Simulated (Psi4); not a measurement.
**InH3F− ([InFH3]-) at HF/def2-TZVP (core potential, ints tolerance 1e-08, sweep point 4)**

Aim: the vertical ionisation energy of InH3F− ([InFH3]-) at HF/def2-TZVP (core potential, ints tolerance 1e-08, sweep point 4), from 2 runs. Input form: a Python script.

The results are computed with Psi4 1.11.

4 further runs of the same task are left out: 4 set aside as unsound or not needed.

## Step 1: Starting point

InH3F− has 5 atoms, charge -1, and is taken as a singlet. As SMILES, `[H][In-]([H])([H])[F]`. Geometry: a GFN2-xTB relaxation, a rough one for these elements and not checked as a minimum.

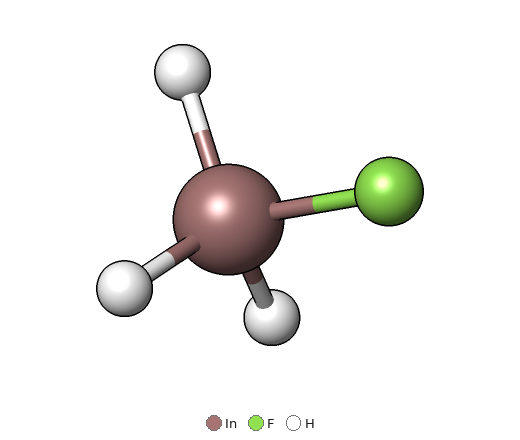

Viewed from a chosen angle; indium brown, fluorine green, hydrogen white.

## Step 2: A single-point energy at HF/def2-TZVP (core potential, ints tolerance 1e-08, sweep point 4)

File fh3in.py:

```python
import psi4

psi4.set_memory('1600 MB')
psi4.set_num_threads(1)
psi4.set_output_file('psi4.out', False)

mol = psi4.geometry("""
-1 1
In     0.001730     0.003130    -0.134360
F      0.009540    -0.019260     1.883540
H      1.643850     0.009670    -0.593190
H     -0.832240     1.425350    -0.564970
H     -0.822880    -1.418880    -0.591010
symmetry c1
""")

psi4.set_options({
    'basis': 'def2-TZVP',
    'puream': True,
    'scf_type': 'direct',
    'ints_tolerance': 1e-08,
    'maxiter': 60,
})

e_tot, wfn = psi4.energy("hf", molecule=mol, return_wfn=True)
print(f'total energy {e_tot:.8f} hartree = {e_tot * 27.211386:.5f} eV')
for k, v in sorted(psi4.core.scalar_variables().items()):
    print(f'{k:45s} {v:18.10f}')
```

Run with:

```console
python fh3in.py
```

psi4.out:

```text
[...]
    !!!  WARNING: ECP capability is in beta. Please check occupations closely.  !!!
[...]
  Running in c1 symmetry.
[...]
  Nuclear repulsion =   74.489243747919261
[...]
  Multiplicity = 1
[...]
  Nalpha       = 17
  Nbeta        = 17
[...]
    Number of basis functions: 99
[...]
   @DF-RHF iter   1:  -290.34571238365766   -1.56045e+00   5.64798e-03 ADIIS/DIIS
[...]
   @RHF iter  10:  -290.46810772287233   -2.86921e-08   3.82304e-07 DIIS
[...]
    Orbital Energies [Eh]
    ---------------------
    Doubly Occupied:
       1A    -25.978624     2A     -5.149773     3A     -3.406708
       4A     -3.406028     5A     -3.406011     6A     -1.252055
       7A     -0.800254     8A     -0.800179     9A     -0.797579
      10A     -0.790386    11A     -0.790363    12A     -0.406349
      13A     -0.348300    14A     -0.348283    15A     -0.303002
      16A     -0.201167    17A     -0.200367
[...]
  @RHF Final Energy:  -290.46810772287233
   => Energetics <=
    Nuclear Repulsion Energy =             74.4892437479192608
    One-Electron Energy =                -633.1438497876755491
    Two-Electron Energy =                 268.1864983168840126
    Total Energy =                       -290.4681077228723325
[...]
 Multipole Moments:
 ------------------------------------------------------------------------------------
     Multipole            Electronic (a.u.)      Nuclear  (a.u.)        Total (a.u.)
 ------------------------------------------------------------------------------------
 L = 1.  Multiply by 2.5417464519 to convert [e a0] to [Debye]
 Dipole X            :         -0.0350102            0.0417026            0.0066924
 Dipole Y            :          0.1930901           -0.1774104            0.0156797
 Dipole Z            :        -15.6338850           14.9336129           -0.7002721
 Magnitude           :                                                    0.7004796
[...]
```

The script printed:

```text
total energy -290.46810772 hartree = -7904.03980 eV
CURRENT ENERGY                                   -290.4681077229
CURRENT REFERENCE ENERGY                         -290.4681077229
DD SOLVATION ENERGY                                 0.0000000000
HF KINETIC ENERGY                                 174.9447550142
HF POTENTIAL ENERGY                              -465.4128627371
HF TOTAL ENERGY                                  -290.4681077229
HF VIRIAL RATIO                                     2.6603419045
NUCLEAR REPULSION ENERGY                           74.4892437479
ONE-ELECTRON ENERGY                              -633.1438497877
PCM POLARIZATION ENERGY                             0.0000000000
PE ENERGY                                           0.0000000000
SCF ITERATION ENERGY                             -290.4681077229
SCF ITERATIONS                                     10.0000000000
SCF TOTAL ENERGY                                 -290.4681077229
TWO-ELECTRON ENERGY                               268.1864983169
```

Wall time 3.9 s (1 thread of Intel Xeon Platinum 8488C (Sapphire Rapids), shared host); peak memory 0.22 GiB.

## Step 3: Doublet neutral InH3F at the same level

File job.py:

```python
import psi4

psi4.set_memory(1600000000)
psi4.set_num_threads(1)
psi4.core.set_output_file('psi4.out', False)

m = psi4.geometry("""
0 2
In     0.001730     0.003130    -0.134360
F      0.009540    -0.019260     1.883540
H      1.643850     0.009670    -0.593190
H     -0.832240     1.425350    -0.564970
H     -0.822880    -1.418880    -0.591010
symmetry c1
""")

psi4.set_options({
    'basis': 'def2-TZVP',
    'reference': 'uhf',
    'puream': True,
    'scf_type': 'direct',
    'ints_tolerance': 1e-08,
    'maxiter': 150,
})

energy_value, wavefunction = psi4.energy("scf", return_wfn=True)
print(f'scf energy: {energy_value:.10f} Eh')
for k, v in sorted(psi4.core.scalar_variables().items()):
    print(f'{k:45s} {v:18.10f}')
```

Run with:

```console
python job.py
```

psi4.out:

```text
[...]
    !!!  WARNING: ECP capability is in beta. Please check occupations closely.  !!!
[...]
  Running in c1 symmetry.
[...]
  Nuclear repulsion =   74.489243747919261
[...]
  Multiplicity = 2
[...]
  Nalpha       = 17
  Nbeta        = 16
[...]
    Number of basis functions: 99
[...]
   @DF-UHF iter   1:  -290.19150697444599   -1.40625e+00   5.36193e-03 DIIS/ADIIS
[...]
   @UHF iter  20:  -290.30907334171411   -3.37967e-08   4.46177e-07 DIIS
[...]
   @S^2 Observed:                7.739089264E-01
[...]
    Orbital Energies [Eh]
    ---------------------
    Alpha Occupied:
       1A    -26.179739     2A     -5.411141     3A     -3.676378
       4A     -3.663099     5A     -3.662764     6A     -1.448934
       7A     -1.079432     8A     -1.059980     9A     -1.055832
      10A     -1.046207    11A     -1.045561    12A     -0.710231
      13A     -0.571233    14A     -0.543881    15A     -0.539855
      16A     -0.494110    17A     -0.433517
    Alpha Virtual:
      18A      0.057758    19A      0.080028    20A      0.085899
      21A      0.132429    22A      0.171758    23A      0.179351
      24A      0.191382    25A      0.238219    26A      0.262826
[...]
  @UHF Final Energy:  -290.30907334171411
   => Energetics <=
    Nuclear Repulsion Energy =             74.4892437479192608
    One-Electron Energy =                -625.1396657109809212
    Two-Electron Energy =                 260.3413486213476062
    Total Energy =                       -290.3090733417141109
  UHF NO Occupations:
  HONO-2 :   15  A 1.9974666
  HONO-1 :   16  A 1.9908028
[...]
 Multipole Moments:
 ------------------------------------------------------------------------------------
     Multipole            Electronic (a.u.)      Nuclear  (a.u.)        Total (a.u.)
 ------------------------------------------------------------------------------------
 L = 1.  Multiply by 2.5417464519 to convert [e a0] to [Debye]
 Dipole X            :         -0.6080573            0.0417026           -0.5663547
 Dipole Y            :          1.1100981           -0.1774104            0.9326876
 Dipole Z            :        -16.5966821           14.9336129           -1.6630692
 Magnitude           :                                                    1.9890860
[...]
```

The script printed:

```text
scf energy: -290.3090733417 Eh
CURRENT ENERGY                                   -290.3090733417
CURRENT REFERENCE ENERGY                         -290.3090733417
DD SOLVATION ENERGY                                 0.0000000000
HF KINETIC ENERGY                                 174.6926754185
HF POTENTIAL ENERGY                              -465.0017487602
HF TOTAL ENERGY                                  -290.3090733417
HF VIRIAL RATIO                                     2.6618273929
NUCLEAR REPULSION ENERGY                           74.4892437479
ONE-ELECTRON ENERGY                              -625.1396657110
PCM POLARIZATION ENERGY                             0.0000000000
PE ENERGY                                           0.0000000000
SCF ITERATION ENERGY                             -290.3090733417
SCF ITERATIONS                                     20.0000000000
SCF TOTAL ENERGY                                 -290.3090733417
TWO-ELECTRON ENERGY                               260.3413486213
```

Run time: 4.5 s. Hardware: 1 thread of Intel Xeon Platinum 8488C (Sapphire Rapids), shared host; peak memory 0.22 GiB.

## Step 4: Outcome

Level: HF/def2-TZVP (core potential, ints tolerance 1e-08, sweep point 4).

| quantity | value |
| --- | --- |
| singlet InH3F−: total energy | -290.46811 Eh |
| singlet InH3F−: HOMO energy | -5.45 eV |
| singlet InH3F−: LUMO energy | 5.86 eV |
| singlet InH3F−: HOMO–LUMO gap (to an unbound level, set by the basis) | 11.32 eV |
| doublet neutral InH3F: total energy | -290.30907 Eh |
| doublet neutral InH3F: dipole moment | 5.06 D |
| doublet neutral InH3F: HOMO energy (highest over α and β) | -10.74 eV |
| doublet neutral InH3F: LUMO energy (lowest over α and β) | -3.33 eV |
| doublet neutral InH3F: ⟨S²⟩ | 0.774 |
| vertical detachment energy (to the doublet neutral) | 4.328 eV |

What this shows: The vertical ionisation energy comes to 4.33 eV (418 kJ/mol). The negative HOMO energy of the first species, 5.45 eV, lies 1.12 eV above that difference.
